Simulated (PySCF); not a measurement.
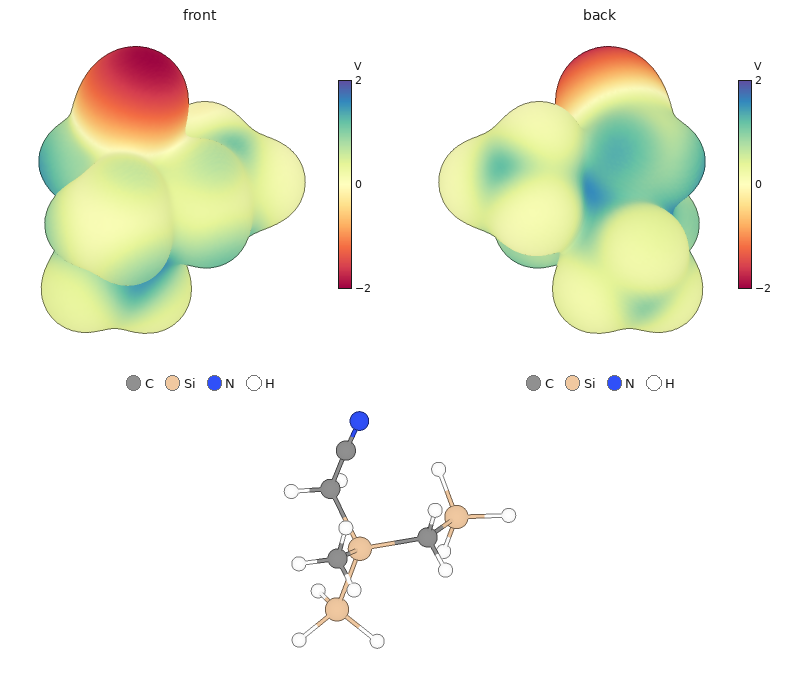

*C$_{4}$H$_{13}$NSi$_{3}$. The electrostatic potential painted on the density surface at 0.002 e/bohr³, seen from the front and from behind; red is negative and blue positive. The bare structure is drawn below in the same view.*

Geometry: GFN2-xTB.

All numbers below come from PySCF 2.14.0, PBE0/pcSseg-1, SCF density, gas phase, non-relativistic.

Input file:

```
{"job": {"kind": "nmr", "xc": "PBE0", "basis": "pcSseg-1"}, "charge": 0, "multiplicity": 1}
C     -1.900666     0.675451     1.305769
Si    -0.584993    -0.032022     0.113806
Si    -1.320568    -1.884767    -1.080468
C      1.032217    -0.331772     1.087547
Si     2.569063    -0.780555     0.059132
C     -0.212557     1.410725    -1.131562
C      0.310211     2.535239    -0.431525
N      0.724215     3.413479     0.176508
H     -1.554182     1.596189     1.768883
H     -2.829417     0.900858     0.787966
H     -2.134230    -0.025469     2.101916
H     -2.775545    -2.049652    -1.007115
H     -0.737176    -3.128250    -0.573080
H     -0.989909    -1.812488    -2.507973
H      0.858754    -1.126313     1.814607
H      1.262776     0.562597     1.669079
H      3.675367    -1.131107     0.952578
H      2.960855     0.351589    -0.781874
H      2.245748    -1.927006    -0.799367
H      0.515120     1.088208    -1.876245
H     -1.124001     1.712010    -1.649054
```

Launched as:

```sh
OMP_NUM_THREADS=1 python probes_run.py task.json out
```

Q: Describe the electrostatic potential map.

A: The most negative region (about −1.9 V) lies over N8, the most positive (about +1.5 V) over Si2, Si3 and Si5. N8 is the likeliest acceptor of a hydrogen bond.

Q: How polar is the molecule by this calculation?

A: Its dipole moment is 3.47 D.
